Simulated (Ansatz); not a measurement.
**WS2 (P6_3/mmc): refractive index against wavelength**

The refractive index of WS2 (P6_3/mmc) along x below the direct gap (1.74 eV on the mesh) is read from one computed spectrum, n = √(Re ε). x, y and z are the Cartesian axes of the input cell.

The structure is hexagonal, space group P6_3/mmc (No. 194). The conventional cell has a = 3.180 Å, b = 3.180 Å, c = 12.500 Å, α = 90.00°, β = 90.00°, γ = 120.00°. W on site c is surrounded by 6 S at 2.41 Å. Around S on site f lie 3 W at 2.41 Å.

Method: Ansatz 0.2.0, PBE, independent particles, k-mesh 9×9×2 with interpolation inside its cells, Gaussian parameter 0.1 eV.

Launch of the response step: `ansatz run input.yaml --threads 4 --pin off --max-ram 8192MiB --backend cpu --events-out ev --progress --plain --runs-dir out`. The run took 71 s, on 4 threads of Arm Neoverse V1 (shared host).

| wavelength (nm) | photon energy E (eV) | n |
| --- | --- | --- |
| 3000 | 0.413 | 3.8250 |
| 2000 | 0.620 | 3.8591 |
| 1550 | 0.800 | ? |
| 1310 | 0.946 | 3.9491 |
| 1064 | 1.165 | 4.0445 |

In the single-oscillator model n² − 1 = E₀E_d/(E₀² − E²), so 1/(n² − 1) = E₀/E_d − E²/(E₀E_d) is linear in E².

Working, on the rows shown:

| x = E² (eV²) | y = 1/(n² − 1) |
| --- | --- |
| 0.170801 | 0.0733642 |
| 0.384302 | 0.0719805 |
| 0.895757 | 0.0685148 |
| 1.35784 | 0.0651127 |

Means: x̄ = 0.70218, ȳ = 0.069743. Σ(x − x̄)(y − ȳ) = -0.005909, Σ(x − x̄)² = 0.8508. Slope = -0.005909 / 0.8508 = -0.006946; intercept = ȳ − slope · x̄ = 0.07462. Turned back into n, the line misses the rows shown by at most 0.0031.

Problem. Predict the last column of the withheld row from the fit.

Solution. At x = 0.63984 the line gives y = 0.070176, that is 3.9051. The run gave 3.9023, so the interpolation is off by 0.0028, 1.3 % of the range in the table.

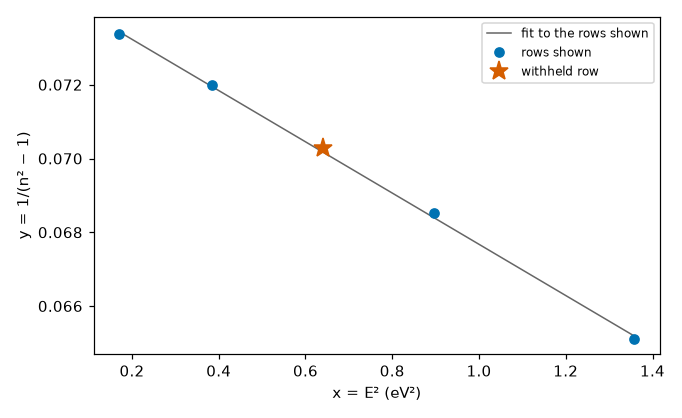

Refitted with all rows, the slope is -0.006952 and the intercept 0.074646. These give E₀ = √(intercept/−slope) = 3.28 eV and E_d = E₀/intercept = 43.9 eV; E₀ is 1.9 times the direct gap. The electronic limit at long wavelengths, without lattice vibrations, is n = √(1 + 1/intercept) = 3.794. The cell comes from an older database entry, whose edges can be off by a per cent or so. Excitons are left out and so are local fields; PBE gaps are as a rule too small. Spin-orbit coupling is left out.
